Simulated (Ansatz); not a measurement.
CH$_{4}$FIn (SMILES F[CH2][InH2])

```json
{"atom": "F", "x (Å)": "-1.8596", "y (Å)": "0.1013", "z (Å)": "-0.6309"}
{"atom": "C", "x (Å)": "-0.6444", "y (Å)": "-0.5622", "z (Å)": "-0.4971"}
{"atom": "In", "x (Å)": "0.8212", "y (Å)": "0.6285", "z (Å)": "0.5924"}
{"atom": "H", "x (Å)": "-0.2785", "y (Å)": "-0.8042", "z (Å)": "-1.5008"}
{"atom": "H", "x (Å)": "-0.8316", "y (Å)": "-1.5110", "z (Å)": "0.0172"}
{"atom": "H", "x (Å)": "0.3978", "y (Å)": "2.1909", "z (Å)": "1.1778"}
{"atom": "H", "x (Å)": "2.3950", "y (Å)": "-0.0433", "z (Å)": "0.8413"}
```

Geometry: PBE0-D4/def2-TZVP; core potentials replace the inner electrons of In.

Theory: RKS PBE0-D4/def2-TZVPP in Ansatz 0.2.0.

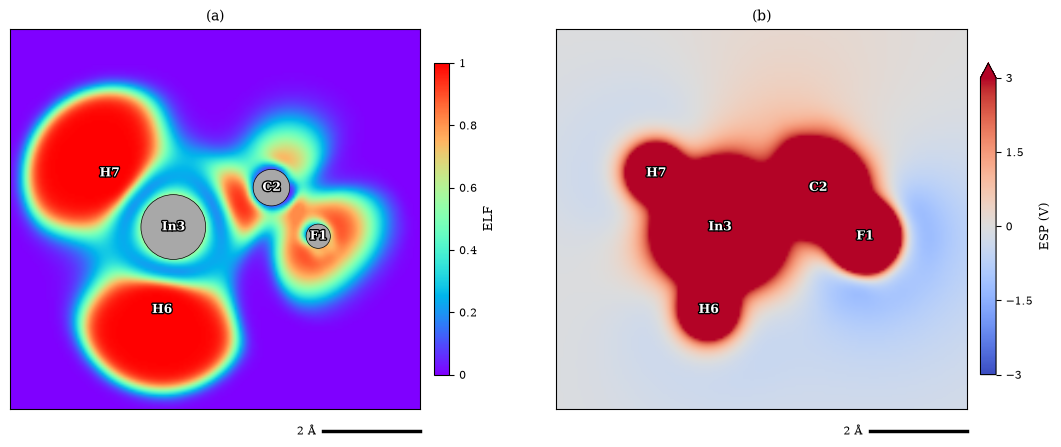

Figure 1. (a) electron localisation function; (b) electrostatic potential on the plane of atoms C2, In3 and H7. Grey discs cover the atomic cores in the ELF map.

What do the fields say about this system?

- Atoms in the plane: F, C, In and H.
- C–F (1.39 Å): the ELF peaks at about 0.80 between the atoms, as expected for a shared but strongly polarised pair.
- C–In (2.18 Å): the ELF peaks at about 0.95 in the valence shell of C, 0.7 Å from its nucleus, and drops to about 0.20 between the two atoms.
- In–H (1.72 Å): the ELF climbs to about 1 towards the hydrogen.
- The ELF also peaks beside F1, away from the bonds: lone-pair regions.
- Outside the dense part of the molecule the potential is most negative (−1.2 V) near F1.

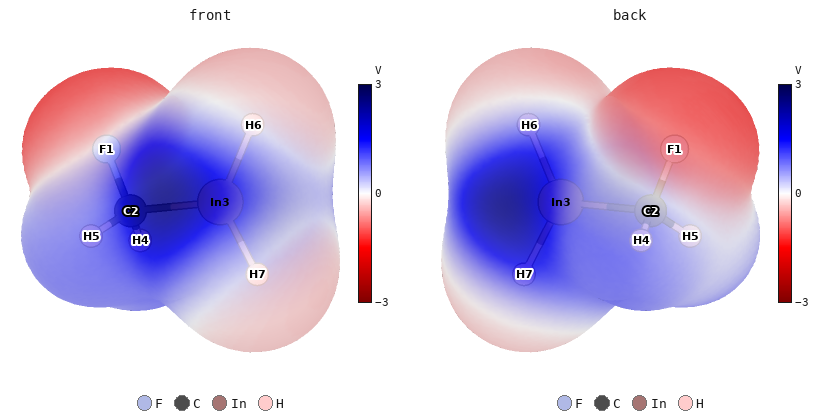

Figure 2. The molecular electrostatic potential painted on the density surface at 0.001 e/bohr³, seen from the front and from behind; red is negative and blue positive.

Where is the surface potential most negative and most positive?

The most negative region (about −1.0 V) lies over F1, the most positive (about +2.4 V) over In3.

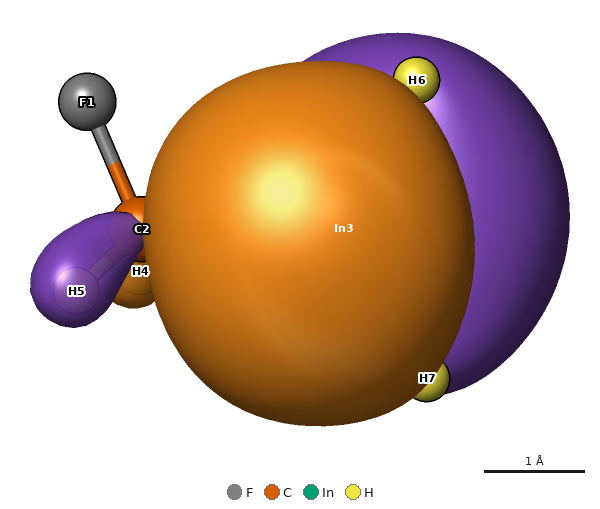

Figure 3. The LUMO at ±0.08 Å⁻³ᐟ² (orange and purple are the two phases), seen at a tilt.

Where does this orbital lie, and at what energy?

It lies mainly on In3 (about 85 %). Its energy is −1.79 eV.

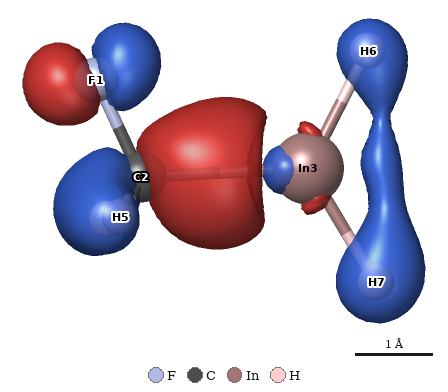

Figure 4. The HOMO at ±0.15 Å⁻³ᐟ² (red and blue are the two phases), seen across its widest extent.

What is the character of this orbital?

Its weight (Hirshfeld) is mainly on C2 (about 35 %), In3 (about 25 %), F1 (about 20 %) and H7 (about 10 %). Its energy is −7.35 eV.
